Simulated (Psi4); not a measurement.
**One shape, several levels: triplet Ge2H6**

Aim: a comparison of 6 runs (UHF/6-31G*, UPBE/6-31G*, USVWN5/6-31G*, UMP2/6-31G*, UCCSD/6-31G*, UCCSD(T)/6-31G*) of triplet Ge2H6. 

The results are computed with Psi4 1.11.

1 further run of the same task is left out (set aside as unsound or not needed).

### Step 1. The molecule

Ge2H6 has 8 atoms, charge 0, and is taken as a triplet. As SMILES of the parent species, `[GeH3][GeH3]`. The coordinates come from a PBE0-D4/def2-TZVP relaxation. That shape belongs to the parent species and isn't relaxed for this state.

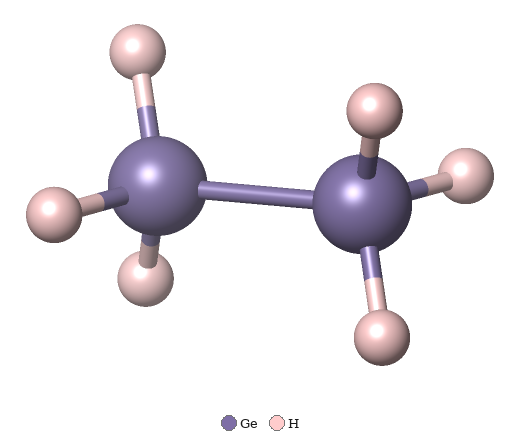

Viewed from a chosen angle; germanium purple, hydrogen pink.

### Step 2. The energy at UHF/6-31G(d) (spherical functions) (run 1)

ge2h6.xyz

```xyz
8
Ge2H6
Ge    -0.569150     0.281910    -1.029950
Ge     0.569150    -0.281910     1.029950
H     -0.360530    -0.825230    -2.075830
H     -2.077470     0.442320    -0.780090
H     -0.023210     1.601970    -1.597890
H      0.367430     0.829100     2.073090
H      2.076310    -0.450460     0.778490
H      0.017470    -1.597700     1.602230
```

ge2h6_ase.py

```python
import numpy as np
from ase.calculators.psi4 import Psi4
from ase.io import read

a = read('ge2h6.xyz')
calc = Psi4(atoms=a, method='hf', basis='6-31G*', memory='2200MB', num_threads=1, charge=0, multiplicity=3, label='psi4-calc', reference='uhf')
calc.psi4.set_options({'puream': True, 'e_convergence': 1e-09, 'd_convergence': 1e-08, 'scf_type': 'pk', 'maxiter': 100})
a.calc = calc

print(f'energy: {a.get_potential_energy():.6f} eV')
```

On the command line:

```
$ python ge2h6_ase.py
```

psi4-calc.dat:

```text
[...]
  Running in c1 symmetry.
[...]
  Nuclear repulsion =  323.373940276510041
[...]
  Multiplicity = 3
[...]
  Nalpha       = 36
  Nbeta        = 34
[...]
    Number of basis functions: 76
[...]
   @UHF iter   1: -4151.04773155542443   -5.51127e+00   4.26541e-02 ADIIS/DIIS
[...]
   @UHF iter  19: -4153.37043282012019   -1.00044e-11   5.02861e-09 DIIS
[...]
   @S^2 Observed:                2.008986483E+00
[...]
    Orbital Energies [Eh]
    ---------------------
    Alpha Occupied:
       1A   -405.266879     2A   -405.266859     3A    -52.205709
       4A    -52.205692     5A    -46.297494     6A    -46.297478
       7A    -46.293473     8A    -46.293473     9A    -46.293470
      10A    -46.293470    11A     -7.234918    12A     -7.234864
      13A     -5.214171    14A     -5.213790    15A     -5.203185
      16A     -5.203185    17A     -5.203159    18A     -5.203159
      19A     -1.668236    20A     -1.659627    21A     -1.659626
      22A     -1.658561    23A     -1.656248    24A     -1.656247
      25A     -1.651703    26A     -1.651702    27A     -1.651546
      28A     -1.651546    29A     -0.837241    30A     -0.728683
      31A     -0.514668    32A     -0.514666    33A     -0.483291
      34A     -0.480732    35A     -0.480730    36A     -0.117008
[...]
  @UHF Final Energy: -4153.37043282012019
   => Energetics <=
    Nuclear Repulsion Energy =            323.3739402765100408
    One-Electron Energy =               -6436.1252143990332115
    Two-Electron Energy =                1959.3808413024021320
    Total Energy =                      -4153.3704328201201861
  UHF NO Occupations:
  HONO-2 :   34  A 1.9976390
  HONO-1 :   35  A 1.0000000
[...]
 Multipole Moments:
 ------------------------------------------------------------------------------------
     Multipole            Electronic (a.u.)      Nuclear  (a.u.)        Total (a.u.)
 ------------------------------------------------------------------------------------
 L = 1.  Multiply by 2.5417464519 to convert [e a0] to [Debye]
 Dipole X            :          0.0000039            0.0000000            0.0000039
 Dipole Y            :         -0.0000039            0.0000000           -0.0000039
 Dipole Z            :         -0.0000028            0.0000000           -0.0000028
 Magnitude           :                                                    0.0000062
[...]
```

Standard output:

```text
energy: -113018.966150 eV
```

Wall time 9.3 s (1 thread of Intel Xeon at 2.50GHz (Skylake/Cascade Lake), shared host); peak memory 0.3 GiB.

### Step 3. A single-point energy at UPBE/6-31G(d) (spherical functions) (run 2)

ge2h6.json

```json
{
 "schema_name": "qcschema_input",
 "schema_version": 1,
 "molecule": {
  "schema_name": "qcschema_molecule",
  "schema_version": 2,
  "symbols": ["Ge", "Ge", "H", "H", "H", "H", "H", "H"],
  "geometry": [-1.07553762, 0.53273269, -1.94632342, 1.07553762, -0.53273269, 1.94632342, -0.68130296, -1.55945869, -3.92275018, -3.92584933, 0.83586366, -1.47415645, -0.04386054, 3.02728456, -3.01957448, 0.69434207, 1.56677193, 3.91757233, 3.92365725, -0.85124603, 1.47113289, 0.03301352, -3.01921543, 3.02777589],
  "molecular_charge": 0,
  "molecular_multiplicity": 3,
  "fix_symmetry": "c1"
 },
 "driver": "energy",
 "model": {
  "method": "pbe",
  "basis": "6-31G*"
 },
 "keywords": {
  "reference": "uks",
  "puream": true,
  "e_convergence": 1e-09,
  "d_convergence": 1e-08,
  "scf_type": "pk",
  "dft_radial_points": 99,
  "dft_spherical_points": 590,
  "maxiter": 100,
  "scf_properties": ["MULLIKEN_CHARGES", "DIPOLE", "QUADRUPOLE"]
 }
}
```

On the command line:

```
$ psi4 --qcschema ge2h6.json -n 1 --memory 2200MB
```

stdout:

```text
[...]
  Running in c1 symmetry.
[...]
  Nuclear repulsion =  323.373940801592084
[...]
  Multiplicity = 3
[...]
  Nalpha       = 36
  Nbeta        = 34
[...]
    Number of basis functions: 76
[...]
   @UKS iter   1: -4152.86448810717866   -2.62755e+00   5.21683e-02 ADIIS/DIIS
[...]
   @UKS iter  14: -4156.15040275839965   -3.63798e-12   4.93127e-09 DIIS
[...]
   @S^2 Observed:                2.002375399E+00
[...]
    Orbital Energies [Eh]
    ---------------------
    Alpha Occupied:
       1A   -397.062858     2A   -397.062836     3A    -49.210055
       4A    -49.210009     5A    -43.827994     6A    -43.827959
       7A    -43.825143     8A    -43.825143     9A    -43.825138
      10A    -43.825138    11A     -6.013310    12A     -6.013282
      13A     -4.233228    14A     -4.232863    15A     -4.224866
      16A     -4.224866    17A     -4.224844    18A     -4.224844
      19A     -1.124722    20A     -1.118918    21A     -1.118917
      22A     -1.115471    23A     -1.115471    24A     -1.114966
      25A     -1.110811    26A     -1.110811    27A     -1.110564
      28A     -1.110564    29A     -0.573815    30A     -0.500903
      31A     -0.345101    32A     -0.345100    33A     -0.318218
      34A     -0.318218    35A     -0.310431    36A     -0.052578
[...]
  @UKS Final Energy: -4156.15040275839965
   => Energetics <=
    Nuclear Repulsion Energy =            323.3739408015920844
    One-Electron Energy =               -6434.4314861469511015
    Two-Electron Energy =                2114.3963557187253173
    DFT Exchange-Correlation Energy =    -159.4892131317651547
    Empirical Dispersion Energy =           0.0000000000000000
    VV10 Nonlocal Energy =                  0.0000000000000000
    Total Energy =                      -4156.1504027583996503
[...]
 Multipole Moments:
 ------------------------------------------------------------------------------------
     Multipole            Electronic (a.u.)      Nuclear  (a.u.)        Total (a.u.)
 ------------------------------------------------------------------------------------
 L = 1.  Multiply by 2.5417464519 to convert [e a0] to [Debye]
 Dipole X            :          0.0000029            0.0000000            0.0000029
 Dipole Y            :         -0.0000031           -0.0000000           -0.0000031
 Dipole Z            :         -0.0000021            0.0000000           -0.0000021
 Magnitude           :                                                    0.0000048
 L = 2.  Multiply by 1.3450342976 to convert [e a0^2] to [Debye ang]
 Quadrupole XX       :       -136.8014339          105.7906725          -31.0107614
 Quadrupole XY       :         42.3487782          -41.3739254            0.9748528
[...]
  Mulliken Charges: (a.u.)
   Center  Symbol    Alpha    Beta     Spin     Total
       1    GE    16.58298 15.69996  0.88302 -0.28295
       2    GE    16.58298 15.69996  0.88302 -0.28295
       3     H     0.47234  0.43334  0.03899  0.09432
       4     H     0.47234  0.43335  0.03899  0.09432
       5     H     0.47234  0.43334  0.03900  0.09432
       6     H     0.47234  0.43335  0.03899  0.09431
       7     H     0.47234  0.43335  0.03899  0.09432
       8     H     0.47234  0.43334  0.03900  0.09432
   Total alpha = 36.00000, Total beta = 34.00000, Total charge = -0.00000
[...]
```

The result, in JSON:

```text
{
 "driver": "energy",
 "model": {
  "method": "pbe",
  "basis": "6-31G*"
 },
 "success": true,
 "return_result": -4156.1504027584,
 "properties": {
  "calcinfo_nbasis": 76,
  "calcinfo_nmo": 76,
  "calcinfo_nalpha": 36,
  "calcinfo_nbeta": 34,
  "calcinfo_natom": 8,
  "nuclear_repulsion_energy": 323.3739408015921,
  "return_energy": -4156.1504027584,
  "scf_one_electron_energy": -6434.431486146951,
  "scf_two_electron_energy": 2114.3963557187253,
  "scf_xc_energy": -159.48921313176515,
  "scf_dipole_moment": [2.917856766683491e-06, -3.129645113203461e-06, -2.0818827457524947e-06],
  "scf_total_energy": -4156.1504027584,
  "scf_iterations": 14
 }
}
```

It took 45 s on 1 thread of Intel Xeon at 2.50GHz (Skylake/Cascade Lake), shared host; peak memory 0.98 GiB.

### Step 4. Energy and forces at USVWN5/6-31G(d) (spherical functions) (run 3)

calc.py

```python
import psi4

psi4.set_memory(2200000000)
psi4.set_num_threads(1)
psi4.core.set_output_file('ge2h6.out', False)

m = psi4.geometry("""
0 3
Ge    -0.569150     0.281910    -1.029950
Ge     0.569150    -0.281910     1.029950
H     -0.360530    -0.825230    -2.075830
H     -2.077470     0.442320    -0.780090
H     -0.023210     1.601970    -1.597890
H      0.367430     0.829100     2.073090
H      2.076310    -0.450460     0.778490
H      0.017470    -1.597700     1.602230
symmetry c1
no_reorient
no_com
""")

psi4.set_options({
    'basis': '6-31G*',
    'reference': 'uks',
    'puream': True,
    'e_convergence': 1e-09,
    'd_convergence': 1e-08,
    'scf_type': 'pk',
    'dft_radial_points': 99,
    'dft_spherical_points': 590,
    'maxiter': 100,
})

result = psi4.gradient('scf', dft_functional={"name": "SVWN5", "x_functionals": {"LDA_X": {}}, "c_functionals": {"LDA_C_VWN": {}}})
print('gradient / Eh bohr^-1')
print(result.np.round(6))
for k, v in sorted(psi4.core.scalar_variables().items()):
    print(f'{k:45s} {v:18.10f}')
```

On the command line:

```
$ python calc.py
```

ge2h6.out:

```text
[...]
  Running in c1 symmetry.
[...]
  Nuclear repulsion =  323.373940276510041
[...]
  Multiplicity = 3
[...]
  Nalpha       = 36
  Nbeta        = 34
[...]
    Number of basis functions: 76
[...]
   @UKS iter   1: -4147.11958479629538   -2.58491e+00   5.22986e-02 ADIIS/DIIS
[...]
   @UKS iter  14: -4150.43684417432269   -9.09495e-13   1.93911e-09 DIIS
[...]
   @S^2 Observed:                2.001255814E+00
[...]
    Orbital Energies [Eh]
    ---------------------
    Alpha Occupied:
       1A   -396.314868     2A   -396.314841     3A    -49.127629
       4A    -49.127571     5A    -43.802281     6A    -43.802236
       7A    -43.799563     8A    -43.799563     9A    -43.799557
      10A    -43.799557    11A     -5.983067    12A     -5.983049
      13A     -4.221643    14A     -4.221283    15A     -4.213591
      16A     -4.213591    17A     -4.213573    18A     -4.213573
      19A     -1.131990    20A     -1.126433    21A     -1.126433
      22A     -1.123078    23A     -1.123078    24A     -1.122361
      25A     -1.118598    26A     -1.118598    27A     -1.118398
      28A     -1.118398    29A     -0.576556    30A     -0.505188
      31A     -0.345863    32A     -0.345862    33A     -0.318156
      34A     -0.318156    35A     -0.309573    36A     -0.056386
[...]
  @UKS Final Energy: -4150.43684417432269
   => Energetics <=
    Nuclear Repulsion Energy =            323.3739402765100408
    One-Electron Energy =               -6434.3445612734240058
    Two-Electron Energy =                2114.2466240239327817
    DFT Exchange-Correlation Energy =    -153.7128472013420151
    Empirical Dispersion Energy =           0.0000000000000000
    VV10 Nonlocal Energy =                  0.0000000000000000
    Total Energy =                      -4150.4368441743226867
[...]
 Multipole Moments:
 ------------------------------------------------------------------------------------
     Multipole            Electronic (a.u.)      Nuclear  (a.u.)        Total (a.u.)
 ------------------------------------------------------------------------------------
 L = 1.  Multiply by 2.5417464519 to convert [e a0] to [Debye]
 Dipole X            :          0.0000024            0.0000000            0.0000024
 Dipole Y            :         -0.0000019            0.0000000           -0.0000019
 Dipole Z            :         -0.0000016            0.0000000           -0.0000016
 Magnitude           :                                                    0.0000035
[...]
  -Total Gradient:
     Atom            X                  Y                   Z
    ------   -----------------  -----------------  -----------------
       1        0.043296124057    -0.021446891517     0.078349165008
       2       -0.043293969843     0.021444016087    -0.078351244848
       3       -0.002690734178     0.007869410740     0.004388393573
       4        0.008475202978    -0.000384828464    -0.004045514537
       5       -0.004890878762    -0.007926735323     0.001280468642
       6        0.002651382657    -0.007888918314    -0.004371132548
       7       -0.008470545648     0.000430640609     0.004054940137
       8        0.004923336297     0.007903352307    -0.001305067425
[...]
```

On the terminal:

```text
gradient / Eh bohr^-1
[[ 0.043296 -0.021447  0.078349]
 [-0.043294  0.021444 -0.078351]
 [-0.002691  0.007869  0.004388]
 [ 0.008475 -0.000385 -0.004046]
 [-0.004891 -0.007927  0.00128 ]
 [ 0.002651 -0.007889 -0.004371]
 [-0.008471  0.000431  0.004055]
 [ 0.004923  0.007903 -0.001305]]
CURRENT ENERGY                                  -4150.4368441743
CURRENT REFERENCE ENERGY                        -4150.4368441743
DD SOLVATION ENERGY                                 0.0000000000
DFT FUNCTIONAL TOTAL ENERGY                     -4150.4368441743
DFT TOTAL ENERGY                                -4150.4368441743
DFT VV10 ENERGY                                     0.0000000000
DFT XC ENERGY                                    -153.7128472013
GRID ELECTRONS ALPHA                               35.9999999967
GRID ELECTRONS BETA                                33.9999999883
GRID ELECTRONS TOTAL                               69.9999999851
NUCLEAR REPULSION ENERGY                          323.3739402765
ONE-ELECTRON ENERGY                             -6434.3445612734
PCM POLARIZATION ENERGY                             0.0000000000
PE ENERGY                                           0.0000000000
SCF ITERATION ENERGY                            -4150.4368441743
SCF ITERATIONS                                     14.0000000000
SCF TOTAL ENERGY                                -4150.4368441743
TWO-ELECTRON ENERGY                              2114.2466240239
XC GRID RADIAL POINTS                              99.0000000000
XC GRID SPHERICAL POINTS                          590.0000000000
XC GRID TOTAL POINTS                           443768.0000000000
```

Wall time 47 s (1 thread of Intel Xeon at 2.50GHz (Skylake/Cascade Lake), shared host); peak memory 0.48 GiB.

Runs 4 to 5 aren't shown in full; the table further down has their settings and results.

### Step 5. A single-point energy at UCCSD(T)/6-31G(d) (spherical functions) (run 6)

job.py

```python
import psi4

psi4.set_memory('2200 MB')
psi4.set_num_threads(1)
psi4.set_output_file('ge2h6.out', False)

geom = psi4.geometry("""
0 3
Ge
Ge 1 2.420084
H 1 1.537253 2 110.33301
H 1 1.537267 3 108.59568 2 -121.04046
H 1 1.537259 3 108.59615 4 -117.9175
H 2 1.537262 1 110.33334 3 179.66722
H 2 1.537261 6 108.59582 1 121.04032
H 2 1.537257 7 108.59605 6 -117.9175
symmetry c1
no_reorient
no_com
""")

options = {'basis': '6-31G*', 'reference': 'uhf', 'puream': True, 'e_convergence': 1e-09, 'd_convergence': 1e-08, 'scf_type': 'pk', 'num_frozen_docc': 18, 'maxiter': 100}
psi4.set_options(options)

e, wfn = psi4.energy("ccsd(t)", return_wfn=True)
print('E =', round(e, 9))
```

On the command line:

```
$ python job.py
```

ge2h6.out:

```text
[...]
  Running in c1 symmetry.
[...]
  Nuclear repulsion =  323.373971152573972
[...]
  Multiplicity = 3
[...]
  Nalpha       = 36
  Nbeta        = 34
[...]
    Number of basis functions: 76
[...]
   @UHF iter   1: -4151.04773095043674   -5.51128e+00   4.26541e-02 DIIS/ADIIS
[...]
   @UHF iter  19: -4153.37043274493226   -1.00044e-11   4.91399e-09 DIIS
[...]
   @S^2 Observed:                2.008986482E+00
[...]
    Orbital Energies [Eh]
    ---------------------
    Alpha Occupied:
       1A   -405.266880     2A   -405.266859     3A    -52.205709
       4A    -52.205692     5A    -46.297494     6A    -46.297478
       7A    -46.293473     8A    -46.293473     9A    -46.293470
      10A    -46.293470    11A     -7.234918    12A     -7.234864
      13A     -5.214171    14A     -5.213790    15A     -5.203185
      16A     -5.203185    17A     -5.203159    18A     -5.203159
      19A     -1.668236    20A     -1.659627    21A     -1.659627
      22A     -1.658561    23A     -1.656248    24A     -1.656247
      25A     -1.651703    26A     -1.651702    27A     -1.651546
      28A     -1.651546    29A     -0.837242    30A     -0.728683
      31A     -0.514668    32A     -0.514666    33A     -0.483291
      34A     -0.480732    35A     -0.480730    36A     -0.117008
[...]
  @UHF Final Energy: -4153.37043274493226
   => Energetics <=
    Nuclear Repulsion Energy =            323.3739711525739722
    One-Electron Energy =               -6436.1252746387426669
    Two-Electron Energy =                1959.3808707412367767
    Total Energy =                      -4153.3704327449322591
  UHF NO Occupations:
  HONO-2 :   34  A 1.9976390
  HONO-1 :   35  A 1.0000000
[...]
 Multipole Moments:
 ------------------------------------------------------------------------------------
     Multipole            Electronic (a.u.)      Nuclear  (a.u.)        Total (a.u.)
 ------------------------------------------------------------------------------------
 L = 1.  Multiply by 2.5417464519 to convert [e a0] to [Debye]
 Dipole X            :         -0.0000025            0.0000001           -0.0000024
 Dipole Y            :          0.0000051            0.0000004            0.0000055
 Dipole Z            :          0.0000004           -0.0000002            0.0000002
 Magnitude           :                                                    0.0000060
[...]
      * MP2 total energy                      = -4153.868023459551296
[...]
      * CCSD total energy                     = -4153.881440700307394
[...]
      * CCSD(T) total energy                     = -4153.892456465037867
```

The script printed:

```text
E = -4153.892456465
```

Run time: 3 min. Hardware: 1 thread of Intel Xeon at 2.50GHz (Skylake/Cascade Lake), shared host; peak memory 0.35 GiB.

### Step 6. The series

```
run                                  level         integration grid      task   energy (Eh)  HOMO energy (eV)  LUMO energy (eV)   ⟨S²⟩  wall time
  1       UHF/6-31G* (spherical functions)                        –    energy  -4153.370433             -3.18             -2.51  2.009      9.3 s
  2      UPBE/6-31G* (spherical functions)  99 radial × 590 angular    energy  -4156.150403             -1.43                 –  2.002       45 s
  3    USVWN5/6-31G* (spherical functions)  99 radial × 590 angular  gradient  -4150.436844             -1.53                 –  2.001       47 s
  4      UMP2/6-31G* (spherical functions)                        –    energy  -4153.868023             -3.18             -2.51  2.009       16 s
  5     UCCSD/6-31G* (spherical functions)                        –    energy  -4153.881441             -3.18             -2.51  2.009       94 s
  6  UCCSD(T)/6-31G* (spherical functions)                        –    energy  -4153.892456             -3.18             -2.51  2.009      3 min
```

### Step 7. Outcome

| quantity | value |
| --- | --- |
| run 6: total energy | -4153.89246 Eh |
| run 6: HOMO energy (Hartree–Fock orbitals) (highest over α and β) | -3.18 eV |
| run 6: LUMO energy (Hartree–Fock orbitals) (lowest over α and β) | -2.51 eV |
| run 6: correlation energy (18 core orbitals frozen) | -522.0 mEh |
| run 6: (T) correction | -11.02 mEh |
| run 6: ⟨S²⟩ of the reference determinant | 2.009 |
| run 6: T1 diagnostic | 0.018 |

**Reading.** Below the UHF energy at the same shape and in the same basis (6-31G*): UMP2 -497.6 mEh; UCCSD -511.0 mEh; UCCSD(T) -522.0 mEh. Totals of different functionals can't be ranked against each other. All runs together took 6.5 min, the longest 3 min.
